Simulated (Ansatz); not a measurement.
# GeNH2 (quartet): one geometry, many settings at a displaced geometry (v1)

What do other methods and options give for GeNH2 (quartet) at this geometry, and how long do they take?

Method: the settings change from run to run; program: Ansatz 0.2.0, Gaussian basis.

21 further runs of the same task are left out: 1 for a known fault of the program, 7 that didn't finish, 13 set aside as unsound or not needed.

## 1. What is computed

The geometry is a PBE0/def2-TZVP stationary point (not a proven minimum) with its atoms shifted at random (size 0.040 Å). No spin-orbit coupling is included. The filled d shell of Ge may be among the frozen orbitals whatever the setting's name suggests; the logs give the count.

4 atoms, charge 0, spin multiplicity 4.

Atoms are counted from 1 here; the program's logs count them from 0.

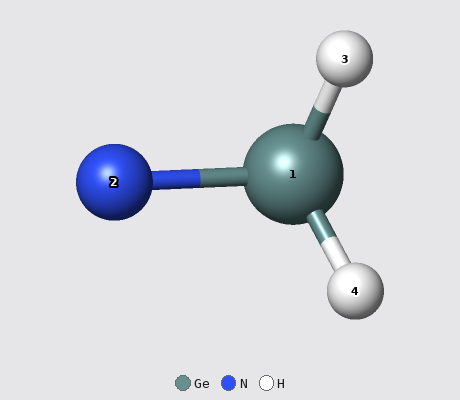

The structure; germanium teal, nitrogen blue, hydrogen white; atoms are numbered from 1 in the order of the file.

## 2. HF/cc-pVDZ

in.yaml reads:

```yaml
crystal:
  periodic: [false, false, false]
  atoms:
    - {symbol: Ge, position_ang: [-0.034342, 0.002283, 0.298493]}
    - {symbol: N, position_ang: [0.071831, -0.013860, -1.654355]}
    - {symbol: H, position_ang: [0.789780, -1.212790, 0.724002]}
    - {symbol: H, position_ang: [0.687003, 1.240876, 0.753806]}
basis:
  gaussian: {orbitals: cc-pVDZ}
magnetization: {spin_polarized: true, initial_magnetization: 3}
hamiltonian: {xc: hf}
output: {forces: true, orbitals: {seedname: orbitals}}
```

On the command line:

```console
> ansatz run in.yaml --threads 1 --pin off --events-out ev --progress --plain --max-ram 2393MiB
```

What it wrote:

```text
Functional definition: HF
  name "HF"
  cite "Fock, Z. Phys. 61, 126 (1930) doi:10.1007/BF01340294"
  parent pbe
  exchange = exact_x
  correlation = 0
549 factors; integrals over basis functions are off by at most 9.1e-4 eV
mean field evaluation 1: about -57981.9959 eV, gradient 9.7e0 eV
mean field evaluation 2: about -57981.9994 eV, gradient 9.7e0 eV
mean field evaluation 4: about -57983.1473 eV, gradient 1.5e0 eV
mean field evaluation 8: about -57983.1907 eV, gradient 2.6e-1 eV
mean field -57983.19866550 eV, -2130.8432485333 hartree, gradient 8.2e-5 eV, S^2 3.780512; 0 other end points of the search recorded, 0 dependent functions left out
the calculation of the forces begins
reference -57983.19866550 eV, -2130.8432485333 hartree; 22, 19 occupied and 29, 32 virtual orbitals, 549 factors
Total energy: -57983.19866550 eV, -2130.8432485333 hartree
Atom 0 at    -0.034342     0.002283     0.298493 Å, force    -0.295279    -0.451577    -0.391522 eV/Å
Atom 1 at     0.071831    -0.013860    -1.654355 Å, force    -0.101518     0.043744    -0.116874 eV/Å
Atom 2 at     0.789780    -1.212790     0.724002 Å, force     0.090611    -0.272950     0.213224 eV/Å
Atom 3 at     0.687003     1.240876     0.753806 Å, force     0.306186     0.680784     0.295172 eV/Å
Dipole moment:    -0.102990     0.015496     0.380926 e Å
```

Wall time 3.1 s (1 thread of Intel Xeon at 2.50GHz, shared host).

From the report: ⟨S²⟩ of the determinant 3.781 (pure quartet: 3.75).

## 3. MP2 on UHF/STO-3G

Changes to in.yaml since step 2:

```diff
@@ -8,5 +8,6 @@
 basis:
-  gaussian: {orbitals: cc-pVDZ}
+  gaussian: {orbitals: STO-3G}
 magnetization: {spin_polarized: true, initial_magnetization: 3}
-hamiltonian: {xc: hf}
-output: {forces: true, orbitals: {seedname: orbitals}}
+correlation: {method: mp2, electrons: valence}
+scf: {lower_state_search: off}
+output: {forces: true}
```

The command is unchanged.

What it wrote (excerpt; [...] marks lines left out):

```text
Functional definition: HF
  name "HF"
  cite "Fock, Z. Phys. 61, 126 (1930) doi:10.1007/BF01340294"
  parent pbe
[...]
269 factors; integrals over basis functions are off by at most 4.0e-5 eV
[...]
mean field -57322.98896043 eV, -2106.5809893783 hartree, gradient 7.3e-6 eV, S^2 3.778928; 0 other end points of the search recorded, 0 dependent functions left out
10 core orbitals not correlated: weight in the atoms' cores, before any rotation towards them, 1.000 or more for the frozen orbitals, at most 0.000 for the correlated occupied ones
reference -57322.98896043 eV, -2106.5809893783 hartree; 12, 9 occupied and 3, 6 virtual orbitals, 269 factors
second order -1.03966072 eV of doubles, -0.00000000 eV of singles
[...]
Total energy: -57324.02862115 eV, -2106.6191962051 hartree
Atom 0 at    -0.034342     0.002283     0.298493 Å, force     1.216442    -0.324203     0.711273 eV/Å
Atom 1 at     0.071831    -0.013860    -1.654355 Å, force    -0.039730     0.049193    -0.169506 eV/Å
Atom 2 at     0.789780    -1.212790     0.724002 Å, force    -0.728131     1.227554    -0.269334 eV/Å
Atom 3 at     0.687003     1.240876     0.753806 Å, force    -0.448582    -0.952544    -0.272433 eV/Å
Dipole moment:    -0.128223     0.006417     0.287729 e Å
Checks for a lower state left out: starts, cluster_reference, orbital_swaps, neighbouring_geometries, increment
```

It took 1.5 s on 1 thread of Intel Xeon at 2.50GHz, shared host.

From the report: ⟨S²⟩ of the determinant 3.779 (pure quartet: 3.75).

## 4. MP2 on UHF/cc-pVDZ

Changes to in.yaml since step 3:

```diff
@@ -8,6 +8,4 @@
 basis:
-  gaussian: {orbitals: STO-3G}
+  gaussian: {orbitals: cc-pVDZ}
 magnetization: {spin_polarized: true, initial_magnetization: 3}
 correlation: {method: mp2, electrons: valence}
-scf: {lower_state_search: off}
-output: {forces: true}
```

Same command.

What it wrote:

```text
Functional definition: HF
  name "HF"
  cite "Fock, Z. Phys. 61, 126 (1930) doi:10.1007/BF01340294"
  parent pbe
  exchange = exact_x
  correlation = 0
549 factors; integrals over basis functions are off by at most 9.1e-4 eV
mean field evaluation 1: about -57981.9959 eV, gradient 9.7e0 eV
mean field evaluation 2: about -57981.9994 eV, gradient 9.7e0 eV
mean field evaluation 4: about -57983.1473 eV, gradient 1.5e0 eV
mean field evaluation 8: about -57983.1907 eV, gradient 2.6e-1 eV
mean field -57983.19866550 eV, -2130.8432485333 hartree, gradient 2.7e-6 eV, S^2 3.780511; 0 other end points of the search recorded, 0 dependent functions left out
10 core orbitals not correlated: weight in the atoms' cores, before any rotation towards them, 1.000 or more for the frozen orbitals, at most 0.000 for the correlated occupied ones
reference -57983.19866550 eV, -2130.8432485333 hartree; 12, 9 occupied and 29, 32 virtual orbitals, 549 factors
second order -5.24400118 eV of doubles, -0.00000000 eV of singles
Total energy: -57988.44266668 eV, -2131.0359620223 hartree
```

It took 2.8 s on 1 thread of Intel Xeon at 2.50GHz, shared host.

From the report: ⟨S²⟩ of the determinant 3.781 (pure quartet: 3.75).

## 5. MRCISD+Q(5,6)/STO-3G

Changes to in.yaml since step 4:

```diff
@@ -8,4 +8,4 @@
 basis:
-  gaussian: {orbitals: cc-pVDZ}
-magnetization: {spin_polarized: true, initial_magnetization: 3}
-correlation: {method: mp2, electrons: valence}
+  gaussian: {orbitals: STO-3G}
+magnetization: {spin_polarized: false, initial_magnetization: 3}
+correlation: {method: fic_mrcisd_q, electrons: outside_noble_gas, active_space: {window: {electrons: 5, orbitals: 6}, states: [{multiplicity: 4, weights: [1, 1, 0.5, 1]}, {multiplicity: 6, weights: [1]}]}}
```

Launched as before.

What it wrote:

```text
Functional definition: HF
  name "HF"
  cite "Fock, Z. Phys. 61, 126 (1930) doi:10.1007/BF01340294"
  parent pbe
  exchange = exact_x
  correlation = 0
341 factors; integrals over basis functions are off by at most 3.6e-8 eV
mean field evaluation 1: about -57322.0675 eV, gradient 8.3e0 eV
mean field evaluation 2: about -57322.0849 eV, gradient 8.3e0 eV
mean field evaluation 4: about -57322.8572 eV, gradient 9.6e-1 eV
mean field evaluation 8: about -57322.8677 eV, gradient 6.4e-3 eV
mean field -57322.86774013 eV, -2106.5765346144 hartree, gradient 6.9e-6 eV, S^2 3.750000; 0 other end points of the search recorded, 0 dependent functions left out
reference -57322.86774013 eV, -2106.5765346144 hartree; 22, 19 occupied and 3, 6 virtual orbitals, 341 factors
state -57323.34963447 eV, -2106.5942439047 hartree
state -57320.68444293 eV, -2106.4962999221 hartree
state -57319.34376037 eV, -2106.4470307471 hartree
state -57318.12760309 eV, -2106.4023377911 hartree
contracted CI cycle   1: correlation 0.00000000 eV, 0.0000000000 hartree, residual 6.46e0 eV
contracted CI cycle   2: correlation -1.14709165 eV, -0.0421548404 hartree, residual 1.52e0 eV
contracted CI cycle   3: correlation -1.20535470 eV, -0.0442959681 hartree, residual 3.28e-1 eV
contracted CI cycle   4: correlation -1.20826456 eV, -0.0444029037 hartree, residual 1.05e-1 eV
contracted CI cycle   5: correlation -1.20850767 eV, -0.0444118376 hartree, residual 2.78e-2 eV
contracted CI cycle   6: correlation -1.20852700 eV, -0.0444125480 hartree, residual 7.48e-3 eV
contracted CI cycle   7: correlation -1.20852837 eV, -0.0444125983 hartree, residual 2.20e-3 eV
contracted CI cycle   8: correlation -1.20852849 eV, -0.0444126028 hartree, residual 5.93e-4 eV
state -57323.34963447 eV, -2106.5942439047 hartree; corrected -57324.60399325 eV, -2106.6403407398 hartree
contracted CI cycle   1: correlation 0.00000000 eV, 0.0000000000 hartree, residual 6.81e0 eV
contracted CI cycle   2: correlation -1.33164058 eV, -0.0489368885 hartree, residual 1.82e0 eV
contracted CI cycle   3: correlation -1.42347213 eV, -0.0523116358 hartree, residual 4.72e-1 eV
contracted CI cycle   4: correlation -1.43025439 eV, -0.0525608793 hartree, residual 1.66e-1 eV
contracted CI cycle   5: correlation -1.43099468 eV, -0.0525880847 hartree, residual 5.07e-2 eV
contracted CI cycle   6: correlation -1.43106058 eV, -0.0525905063 hartree, residual 1.53e-2 eV
contracted CI cycle   7: correlation -1.43106694 eV, -0.0525907399 hartree, residual 5.04e-3 eV
contracted CI cycle   8: correlation -1.43106759 eV, -0.0525907638 hartree, residual 1.82e-3 eV
contracted CI cycle   9: correlation -1.43106767 eV, -0.0525907670 hartree, residual 6.28e-4 eV
state -57320.68444293 eV, -2106.4962999221 hartree; corrected -57322.19098257 eV, -2106.5516642329 hartree
contracted CI cycle   1: correlation 0.00000000 eV, 0.0000000000 hartree, residual 6.72e0 eV
contracted CI cycle   2: correlation -1.37568001 eV, -0.0505553079 hartree, residual 1.48e0 eV
contracted CI cycle   3: correlation -1.43867710 eV, -0.0528704081 hartree, residual 4.20e-1 eV
contracted CI cycle   4: correlation -1.44389795 eV, -0.0530622710 hartree, residual 1.45e-1 eV
contracted CI cycle   5: correlation -1.44447198 eV, -0.0530833660 hartree, residual 4.46e-2 eV
contracted CI cycle   6: correlation -1.44451866 eV, -0.0530850816 hartree, residual 1.49e-2 eV
contracted CI cycle   7: correlation -1.44452390 eV, -0.0530852741 hartree, residual 4.49e-3 eV
contracted CI cycle   8: correlation -1.44452440 eV, -0.0530852925 hartree, residual 1.20e-3 eV
state -57319.34376037 eV, -2106.4470307471 hartree; corrected -57320.86661796 eV, -2106.5029947312 hartree
contracted CI cycle   1: correlation 0.00000000 eV, 0.0000000000 hartree, residual 6.61e0 eV
contracted CI cycle   2: correlation -1.30037231 eV, -0.0477878009 hartree, residual 1.68e0 eV
contracted CI cycle   3: correlation -1.38294201 eV, -0.0508221815 hartree, residual 5.11e-1 eV
contracted CI cycle   4: correlation -1.39219957 eV, -0.0511623904 hartree, residual 1.96e-1 eV
contracted CI cycle   5: correlation -1.39341194 eV, -0.0512069445 hartree, residual 7.73e-2 eV
contracted CI cycle   6: correlation -1.39359192 eV, -0.0512135583 hartree, residual 2.85e-2 eV
contracted CI cycle   7: correlation -1.39361799 eV, -0.0512145165 hartree, residual 9.74e-3 eV
contracted CI cycle   8: correlation -1.39362092 eV, -0.0512146243 hartree, residual 3.27e-3 eV
contracted CI cycle   9: correlation -1.39362130 eV, -0.0512146380 hartree, residual 1.41e-3 eV
state -57318.12760309 eV, -2106.4023377911 hartree; corrected -57319.59897118 eV, -2106.4564095714 hartree
state -57316.30998999 eV, -2106.3355417420 hartree
contracted CI cycle   1: correlation 0.00000000 eV, 0.0000000000 hartree, residual 5.75e0 eV
contracted CI cycle   2: correlation -1.01209089 eV, -0.0371936540 hartree, residual 1.05e0 eV
contracted CI cycle   3: correlation -1.04604875 eV, -0.0384415825 hartree, residual 3.04e-1 eV
contracted CI cycle   4: correlation -1.04980536 eV, -0.0385796353 hartree, residual 9.30e-2 eV
contracted CI cycle   5: correlation -1.05021744 eV, -0.0385947789 hartree, residual 3.87e-2 eV
contracted CI cycle   6: correlation -1.05027901 eV, -0.0385970417 hartree, residual 1.44e-2 eV
contracted CI cycle   7: correlation -1.05028608 eV, -0.0385973017 hartree, residual 5.04e-3 eV
contracted CI cycle   8: correlation -1.05028701 eV, -0.0385973356 hartree, residual 1.85e-3 eV
contracted CI cycle   9: correlation -1.05028710 eV, -0.0385973391 hartree, residual 5.67e-4 eV
state -57316.30998999 eV, -2106.3355417420 hartree; corrected -57317.40074675 eV, -2106.3756263133 hartree
Total energy: -57320.93955616 eV, -2106.5056751606 hartree
```

It took 4.5 s on 1 thread of Intel Xeon at 2.50GHz, shared host.

From the report: 90 determinants; active occupations (of the averaged states) 1.24, 1.21, 1.16, 1.11, 0.28, 0.00.

## 6. MP2 on UHF/cc-pVDZ

in.yaml reads:

```yaml
crystal:
  periodic: [false, false, false]
  atoms:
    - {symbol: Ge, position_ang: [-0.034342, 0.002283, 0.298493]}
    - {symbol: N, position_ang: [0.071831, -0.013860, -1.654355]}
    - {symbol: H, position_ang: [0.789780, -1.212790, 0.724002]}
    - {symbol: H, position_ang: [0.687003, 1.240876, 0.753806]}
basis:
  gaussian: {orbitals: cc-pVDZ, point_charges: [{charge: -1.00, position_ang: [3.959, 0.901, -0.761]}]}
magnetization: {spin_polarized: true, initial_magnetization: 3}
correlation: {method: mp2, electrons: all}
accuracy: high
```

Launched as before.

What it wrote:

```text
Functional definition: HF
  name "HF"
  cite "Fock, Z. Phys. 61, 126 (1930) doi:10.1007/BF01340294"
  parent pbe
  exchange = exact_x
  correlation = 0
1088 factors; integrals over basis functions are off by at most 4.4e-9 eV
mean field evaluation 1: about -57982.0368 eV, gradient 9.7e0 eV
mean field evaluation 2: about -57982.0459 eV, gradient 9.7e0 eV
mean field evaluation 4: about -57983.2163 eV, gradient 1.5e0 eV
mean field evaluation 8: about -57983.2630 eV, gradient 2.9e-1 eV
mean field -57983.27241124 eV, -2130.8459586396 hartree, gradient 3.3e-8 eV, S^2 3.782057; 0 other end points of the search recorded, 0 dependent functions left out
reference -57983.27241124 eV, -2130.8459586396 hartree; 22, 19 occupied and 29, 32 virtual orbitals, 1088 factors
second order -5.56964481 eV of doubles, -0.00000000 eV of singles
Total energy: -57988.84205606 eV, -2131.0506393113 hartree
```

It took 4.6 s on 1 thread of Intel Xeon at 2.50GHz, shared host.

From the report: ⟨S²⟩ of the determinant 3.782 (pure quartet: 3.75).

## 7. BCCD(T) on ROHF/cc-pVDZ

in.yaml reads:

```yaml
crystal:
  periodic: [false, false, false]
  atoms:
    - {symbol: Ge, position_ang: [-0.034342, 0.002283, 0.298493]}
    - {symbol: N, position_ang: [0.071831, -0.013860, -1.654355]}
    - {symbol: H, position_ang: [0.789780, -1.212790, 0.724002]}
    - {symbol: H, position_ang: [0.687003, 1.240876, 0.753806]}
basis:
  gaussian: {orbitals: cc-pVDZ}
magnetization: {spin_polarized: false, initial_magnetization: 3}
correlation: {method: bccd_t, electrons: outside_noble_gas}
scf: {lower_state_search: light}
output: {forces: true}
```

Same command.

What it wrote (excerpt; [...] marks lines left out):

```text
Functional definition: HF
  name "HF"
  cite "Fock, Z. Phys. 61, 126 (1930) doi:10.1007/BF01340294"
  parent pbe
[...]
549 factors; integrals over basis functions are off by at most 9.1e-4 eV
[...]
mean field -57982.96739827 eV, -2130.8347496194 hartree, gradient 1.7e-6 eV, S^2 3.750000; 3 other end points of the search recorded, 0 dependent functions left out
determinant -57982.96739827 eV, -2130.8347496194 hartree, with singles and doubles -57988.92519918 eV, -2131.0536947645 hartree
determinant -57981.02830915 eV, -2130.7634894087 hartree, with singles and doubles -57987.20933227 eV, -2130.9906378188 hartree
determinant -57980.67423671 eV, -2130.7504774867 hartree, with singles and doubles -57986.52413487 eV, -2130.9654572787 hartree
15 core orbitals not correlated: weight in the atoms' cores, before any rotation towards them, 0.998 or more for the frozen orbitals, at most 0.001 for the correlated occupied ones
reference -57982.96739827 eV, -2130.8347496194 hartree; 7, 4 occupied and 29, 32 virtual orbitals, 549 factors
second order -4.82463597 eV of doubles, -0.12699505 eV of singles
cycle   1  -5.95712913 eV  change    6.7e-4 eV  update   8.1e-3
[...]
cycle  16  -5.95564060 eV  change   -4.2e-7 eV  update   7.6e-7
perturbative correction -0.13901353 eV, -0.0051086530 hartree
[...]
Total energy: -57989.06205240 eV, -2131.0587240275 hartree
Atom 0 at    -0.034342     0.002283     0.298493 Å, force    -0.713919    -0.439923    -0.033574 eV/Å
Atom 1 at     0.071831    -0.013860    -1.654355 Å, force    -0.030786     0.032629    -0.555214 eV/Å
Atom 2 at     0.789780    -1.212790     0.724002 Å, force     0.272563    -0.419929     0.246159 eV/Å
Atom 3 at     0.687003     1.240876     0.753806 Å, force     0.472142     0.827222     0.342629 eV/Å
Dipole moment:    -0.076289     0.013143     0.292342 e Å
```

It took 18 s on 1 thread of Intel Xeon at 2.50GHz, shared host.

From the report: correlation -6.0947 eV; largest double amplitude 0.04.

## 8. All runs side by side

Where basis and cores are those of an earlier UCCSDT(Q)/cc-pVDZ run (-57989.1065 eV), and the state is the same kind, the miss against it is given.

| level | correlated | functions | energy (eV) | from UCCSDT(Q) (meV) | time |
| --- | --- | --- | --- | --- | --- |
| HF/cc-pVDZ |  | 51 | -57983.1987 | 5907.8 | 3.1 s |
| MP2 on UHF/STO-3G | valence | 25 | -57324.0286 |  | 1.5 s |
| MP2 on UHF/cc-pVDZ | valence | 51 | -57988.4427 |  | 2.8 s |
| MRCISD+Q(5,6)/STO-3G (mean of several states) | outside noble gas | 25 | -57320.9396 |  | 4.5 s |
| MP2 on UHF/cc-pVDZ (beside a point charge) | all | 51 | -57988.8421 |  | 4.6 s |
| BCCD(T) on ROHF/cc-pVDZ | outside noble gas | 51 | -57989.0621 | 44.4 | 18 s |

## 9. Results

| quantity | value |
| --- | --- |
| runs | 6 |
| quickest | MP2 on UHF/STO-3G, 1.5 s |
| slowest | BCCD(T) on ROHF/cc-pVDZ, 18 s |

What this shows: Total energies in different bases, with other cores or another treatment of relativity can't be set against each other. BCCD(T) on ROHF/cc-pVDZ took 12 times as long as MP2 on UHF/STO-3G; the jobs differ in more than the method. Hartree-Fock, CASSCF and CASCI lack dynamic correlation by design.
